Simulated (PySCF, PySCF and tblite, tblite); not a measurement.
# i-PrOEt (C5H12O): conformers and averaged spectra, part 2 of 2

PySCF and tblite. Atoms count from 0. The steps go on from the part before.

## 5. Shieldings, conformer 2: PBE0/pcSseg-1

The job: settings as JSON, then the geometry in Å.

```
{"job": {"xc": "PBE0", "basis": "pcSseg-1", "kind": "nmr", "pop": false}, "charge": 0, "multiplicity": 1}
C      2.421652     0.064964    -0.343103
C      1.239324     1.030444    -0.428264
O      0.058578     0.418504    -0.893151
C     -0.692672    -0.301800     0.074799
C     -1.439122    -1.408252    -0.664481
C     -1.669885     0.622645     0.806314
H      3.315869     0.605438    -0.044704
H      2.590970    -0.395446    -1.312956
H      2.231800    -0.721235     0.384229
H      1.459985     1.813818    -1.159187
H      1.075335     1.506314     0.548457
H     -0.012427    -0.756293     0.810855
H     -2.088762    -0.967861    -1.415723
H     -0.732058    -2.065255    -1.163676
H     -2.037499    -1.989668     0.031510
H     -2.360522     1.063281     0.091987
H     -1.136664     1.425593     1.310444
H     -2.232661     0.061126     1.547086
```

The program printed:

```text
coarse grid: 13960 points
cycle   1  E = -272.4816325755  dE =  4.422e-01  |g| = 6.248e-01  |ddm| = 3.422e+00
cycle   2  E = -272.4225330905  dE =  5.910e-02  |g| = 8.511e-01  |ddm| = 1.338e+00
cycle   3  E = -272.5626193754  dE = -1.401e-01  |g| = 1.076e-01  |ddm| = 8.853e-01
cycle   4  E = -272.5646943860  dE = -2.075e-03  |g| = 3.066e-02  |ddm| = 8.776e-02
cycle   5  E = -272.5649034633  dE = -2.091e-04  |g| = 3.354e-03  |ddm| = 2.544e-02
cycle   6  E = -272.5649055774  dE = -2.114e-06  |g| = 8.142e-04  |ddm| = 3.129e-03
final grid: 131712 points
cycle   7  E = -272.6136882575  dE = -4.129e-05  |g| = 1.263e-02  |ddm| = 2.811e-02
cycle   8  E = -272.6136622047  dE =  2.605e-05  |g| = 1.746e-02  |ddm| = 1.920e-02
cycle   9  E = -272.6137212821  dE = -5.908e-05  |g| = 1.730e-03  |ddm| = 1.149e-02
cycle  10  E = -272.6137219074  dE = -6.253e-07  |g| = 1.502e-04  |ddm| = 1.691e-03
cycle  11  E = -272.6137219118  dE = -4.455e-09  |g| = 5.087e-05  |ddm| = 1.904e-04
cycle  12  E = -272.6137219123  dE = -5.004e-10  |g| = 2.134e-05  |ddm| = 5.855e-05
converged SCF energy = -272.6137219123

GIAO shielding tensors (ppm)
atom      isotropic    diamagn.    paramagn.     s11        s22        s33       span
  0 C      171.068     248.956     -77.888    149.828    176.751    186.626     36.799
  1 C      121.428     244.153    -122.725     89.978    105.954    168.351     78.373
  2 O      265.387     399.870    -134.483    234.169    275.122    286.871     52.703
  3 C      115.812     244.693    -128.881     84.682    105.072    157.681     72.999
  4 C      160.650     247.855     -87.205    141.701    153.538    186.712     45.010
  5 C      164.968     248.769     -83.800    145.180    162.107    187.618     42.437
  6 H       31.057      28.554       2.503     26.954     27.932     38.285     11.332
  7 H       30.580      30.009       0.571     26.896     28.511     36.331      9.434
  8 H       30.225      31.659      -1.433     25.704     30.494     34.478      8.775
  9 H       27.860      30.016      -2.156     22.280     27.672     33.628     11.349
 10 H       28.189      31.885      -3.696     22.639     29.382     32.548      9.909
 11 H       28.261      34.013      -5.752     25.007     29.247     30.530      5.522
 12 H       30.504      30.538      -0.034     27.578     28.596     35.338      7.761
 13 H       30.339      30.823      -0.484     25.946     28.737     36.334     10.388
 14 H       30.826      30.059       0.768     26.697     28.551     37.232     10.534
 15 H       30.856      30.745       0.111     27.807     28.711     36.050      8.242
 16 H       30.106      31.368      -1.263     25.280     29.423     35.614     10.334
 17 H       31.007      30.478       0.529     26.874     28.581     37.567     10.693
```

It took 20 s on 1 thread of Arm Neoverse V1, shared host; peak memory 0.83 GiB.

In short: HOMO -7.14 eV, LUMO 1.45 eV; dipole 1.29 D.

## 6. Shieldings, conformer 3: PBE0/pcSseg-1

The job: settings as JSON, then the geometry in Å.

```
{"job": {"xc": "PBE0", "basis": "pcSseg-1", "kind": "nmr", "pop": false}, "charge": 0, "multiplicity": 1}
C      2.653481    -0.141555     0.009712
C      1.202503    -0.247483    -0.435894
O      0.403287     0.347115     0.566378
C     -0.998391     0.362704     0.360929
C     -1.614931    -1.038476     0.306613
C     -1.419125     1.189194    -0.858104
H      3.305844    -0.588762    -0.735452
H      2.786104    -0.654711     0.958028
H      2.922497     0.902481     0.143180
H      0.933469    -1.304436    -0.572185
H      1.071518     0.270292    -1.396599
H     -1.358006     0.867776     1.266337
H     -1.382591    -1.532923    -0.634035
H     -1.236630    -1.643550     1.127121
H     -2.695137    -0.962566     0.395756
H     -2.490256     1.367726    -0.822776
H     -1.189082     0.667109    -1.784171
H     -0.903314     2.146384    -0.854586
```

The program printed:

```text
coarse grid: 13960 points
cycle   1  E = -272.4816444564  dE =  4.442e-01  |g| = 6.215e-01  |ddm| = 3.413e+00
cycle   2  E = -272.4261336544  dE =  5.551e-02  |g| = 8.397e-01  |ddm| = 1.338e+00
cycle   3  E = -272.5616194604  dE = -1.355e-01  |g| = 1.061e-01  |ddm| = 8.824e-01
cycle   4  E = -272.5636350575  dE = -2.016e-03  |g| = 3.025e-02  |ddm| = 8.676e-02
cycle   5  E = -272.5638380740  dE = -2.030e-04  |g| = 3.636e-03  |ddm| = 2.504e-02
cycle   6  E = -272.5638405458  dE = -2.472e-06  |g| = 5.718e-04  |ddm| = 3.449e-03
final grid: 131712 points
cycle   7  E = -272.6122584719  dE = -4.254e-05  |g| = 1.282e-02  |ddm| = 2.861e-02
cycle   8  E = -272.6122312623  dE =  2.721e-05  |g| = 1.779e-02  |ddm| = 1.936e-02
cycle   9  E = -272.6122921038  dE = -6.084e-05  |g| = 1.741e-03  |ddm| = 1.176e-02
cycle  10  E = -272.6122927377  dE = -6.339e-07  |g| = 1.469e-04  |ddm| = 1.723e-03
cycle  11  E = -272.6122927422  dE = -4.517e-09  |g| = 3.865e-05  |ddm| = 1.760e-04
cycle  12  E = -272.6122927425  dE = -3.023e-10  |g| = 1.429e-05  |ddm| = 5.289e-05
converged SCF energy = -272.6122927425

GIAO shielding tensors (ppm)
atom      isotropic    diamagn.    paramagn.     s11        s22        s33       span
  0 C      168.627     246.701     -78.074    154.043    165.556    186.283     32.240
  1 C      129.122     246.955    -117.832    106.745    114.754    165.868     59.122
  2 O      263.791     399.804    -136.013    225.800    243.186    322.388     96.589
  3 C      114.607     241.221    -126.615     83.383    101.984    158.452     75.069
  4 C      164.709     250.259     -85.550    143.690    161.638    188.799     45.109
  5 C      164.724     250.127     -85.403    143.688    161.661    188.822     45.134
  6 H       30.728      28.178       2.550     26.698     27.894     37.591     10.893
  7 H       30.383      29.698       0.685     26.315     28.686     36.146      9.831
  8 H       30.383      29.581       0.802     26.315     28.688     36.146      9.831
  9 H       28.231      32.749      -4.518     22.723     29.839     32.131      9.408
 10 H       28.230      32.631      -4.401     22.722     29.838     32.130      9.408
 11 H       27.496      31.367      -3.871     23.828     26.520     32.139      8.312
 12 H       30.255      31.854      -1.599     26.994     29.635     34.137      7.143
 13 H       30.399      31.072      -0.673     26.401     28.028     36.767     10.366
 14 H       30.726      30.071       0.656     26.768     28.594     36.817     10.048
 15 H       30.728      29.912       0.816     26.770     28.594     36.820     10.050
 16 H       30.257      31.741      -1.483     26.995     29.638     34.139      7.144
 17 H       30.402      30.858      -0.457     26.403     28.032     36.769     10.366
```

Run time: 18 s. Hardware: 1 thread of Arm Neoverse V1, shared host; peak memory 0.97 GiB.

Key values: HOMO -7.17 eV, LUMO 1.49 eV; dipole 1.26 D.

## 7. Boltzmann average: properties at PBE0/pcSseg-1

The job: settings as JSON, then the geometry in Å.

```
{"job": {"study": "conf", "smiles": "CCOC(C)C", "search": {"seed": 4161, "n_embed": 90, "ff_keep": 18, "window": 3.0, "nmax": 10, "temps": [200, 250, 298.15, 350, 400], "t_ref": 298.15, "order": 0.001}, "level": {"nmr": {"xc": "PBE0", "basis": "pcSseg-1"}}, "kind": "conf"}, "charge": 0, "multiplicity": 1}
C      2.688632    -0.348357     0.320794
C      1.221023    -0.423783     0.713903
O      0.458116     0.172947    -0.308671
C     -0.903186     0.406754     0.000299
C     -1.727379    -0.883665     0.031289
C     -1.432095     1.360836    -1.066692
H      2.984771     0.689258     0.193571
H      2.843059    -0.868310    -0.620454
H      3.304642    -0.806590     1.089788
H      1.053343     0.108115     1.664996
H      0.928215    -1.474919     0.857573
H     -0.966628     0.893409     0.990757
H     -1.406221    -1.535194     0.840493
H     -2.777076    -0.644894     0.178662
H     -1.612765    -1.413158    -0.911551
H     -2.462823     1.630361    -0.854564
H     -1.378331     0.882713    -2.040777
H     -0.824056     2.260793    -1.091072
```

The program printed:

```text
conformer  sym    E(xTB)   E(DFT)   G(298.15 K)  weight  dipole/D
    1     C1      0.000    0.000    0.000   0.8469    1.189
    2     C1      0.127    0.862    1.072   0.1388    1.287
    3     Cs      0.466    1.713    2.416   0.0143    1.259

mean shielding (ppm) by class
class atoms           200 K      250 K   298.15 K      350 K      400 K
  0 C  0            168.577    168.679    168.769    168.852     168.92
  1 C  1            118.821     118.98     119.14    119.308    119.461
  2 O  2            256.754    257.143    257.498    257.841     258.13
  3 C  3            110.677    110.907    111.117    111.319    111.489
  4 C  4,5           162.81     162.82    162.832    162.847    162.862
  5 H  6,7,8         30.449     30.456     30.463     30.469     30.474
  6 H  9,10          28.121     28.117     28.115     28.112     28.111
  7 H  11            28.165     28.165     28.165     28.162      28.16
  8 H  12,13,14      30.544     30.546     30.548     30.549      30.55
```

It took 62 s on 1 thread of Arm Neoverse V1, shared host. This counts the runs that the step sums up.

The search (ETKDG and KDG, MMFF94s, GFN2-xTB) embedded 90 structures, kept 3 distinct ones after the force field and 3 after xTB; 3 were carried on (window 3.0 kcal/mol at the search's own energies). Energies: PBE0/pcSseg-1 with D3(BJ).

The conformers at 298 K:

| no. | group | mirror pair | ΔE xTB | ΔE DFT | ΔG | weight (%) | μ (D) | C0–C1–O2–C3 (°) | C1–O2–C3–C4 (°) | A, B, C (GHz) |
| --- | --- | --- | --- | --- | --- | --- | --- | --- | --- | --- |
| 1 | C1 | yes | 0.00 | 0.00 | 0.00 | 84.7 | 1.19 | -169 | -73 | 6.82, 1.94, 1.63 |
| 2 | C1 | yes | 0.13 | 0.86 | 1.07 | 13.9 | 1.29 | 82 | -152 | 5.83, 2.14, 1.82 |
| 3 | Cs | no | 0.47 | 1.71 | 2.42 | 1.4 | 1.26 | 180 | 64 | 6.26, 2.05, 1.80 |

Energies in kcal/mol. ΔG holds xTB vibrations and rotation, symmetry numbers and mirror pairs.

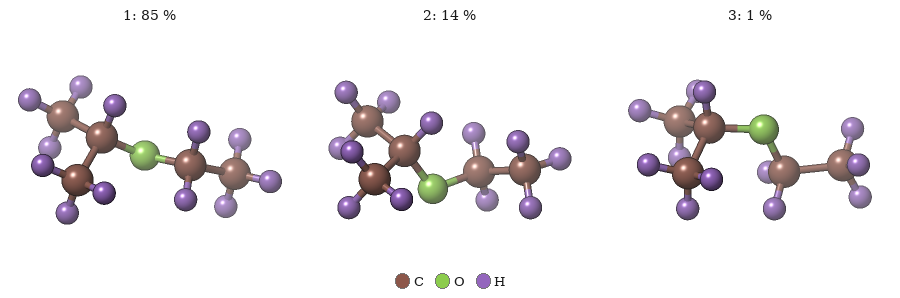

Conformers, most populated first.

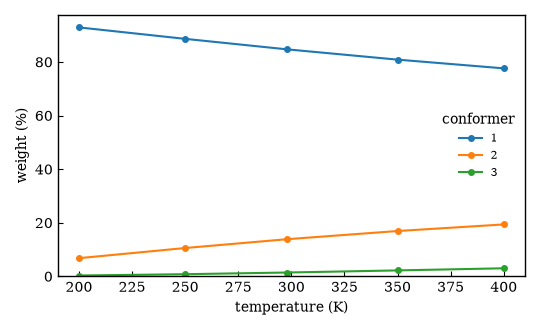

Weights against temperature.

Other ways of weighting, at the same temperature:

| scheme | 1 | 2 | 3 | mean μ (D) |
| --- | --- | --- | --- | --- |
| DFT free energy | 85 | 14 | 1 | 1.20 |
| DFT energy, symmetry counted | 79 | 19 | 2 | 1.21 |
| DFT energy alone | 78 | 18 | 4 | 1.21 |
| xTB energy, symmetry counted | 49 | 40 | 11 | 1.24 |
| xTB free energy | 59 | 33 | 8 | 1.23 |
| lowest conformer only | 100 | 0 | 0 | 1.19 |
| equal weights | 33 | 33 | 33 | 1.25 |
| conformers found from three starts alone | 86 | 14 | 0 | 1.20 |

Shifts against references run at the same level (17O H2O 336.1, 1H TMS 31.72, 13C TMS 186.9 ppm of shielding), by class of atoms, at 298 K:

| atoms | environment | no. 1 | no. 2 | no. 3 | average |
| --- | --- | --- | --- | --- | --- |
| C3 | sp3 CH bonded to O | 76.6 | 71.1 | 72.3 | 75.8 |
| C1 | sp3 CH2 bonded to O | 68.3 | 65.5 | 57.8 | 67.8 |
| C4, C5 | methyl carbon | 24.1 | 24.1 | 22.2 | 24.1 |
| C0 | methyl carbon | 18.5 | 15.9 | 18.3 | 18.2 |
| H9, H10 | hydrogen on an sp3 CH2 bonded to O | 3.59 | 3.69 | 3.49 | 3.60 |
| H11 | hydrogen on an sp3 CH bonded to O | 3.56 | 3.46 | 4.22 | 3.55 |
| H6, H7, H8 | hydrogen on a methyl carbon | 1.28 | 1.10 | 1.22 | 1.25 |
| H12, H13, H14 and 3 more | hydrogen on a methyl carbon | 1.18 | 1.11 | 1.26 | 1.17 |
| O2 | ether oxygen | 80.0 | 70.7 | 72.3 | 78.6 |

Effective distances for nuclear Overhauser effects, ⟨r⁻⁶⟩^(−1/6) over all pairs of two classes (Å): H9···H11 2.52; H11···H12 2.60; H6···H9 2.61; H9···H12 3.26; H6···H11 3.54.

## 8. Summary of results

What follows sums up all 2 parts.

```
                           quantity                                                value
                         conformers  3; the first in weight is no. 1 (C1), 85 % at 298 K
            root-mean-square dipole                                               1.20 D
averaged 13C shifts (PBE0/pcSseg-1)                           75.8, 67.8, 24.1, 18.2 ppm
 averaged 1H shifts (PBE0/pcSseg-1)                           3.60, 3.55, 1.25, 1.17 ppm
```

What this shows: Conformer 1 leads with 85 % at 298 K, and its share goes from 93 % at 200 K to 78 % at 400 K. Among conformers over 5 %, C3 differs by 5.5 ppm, while the average moves by 0.8 ppm from 200 to 400 K.
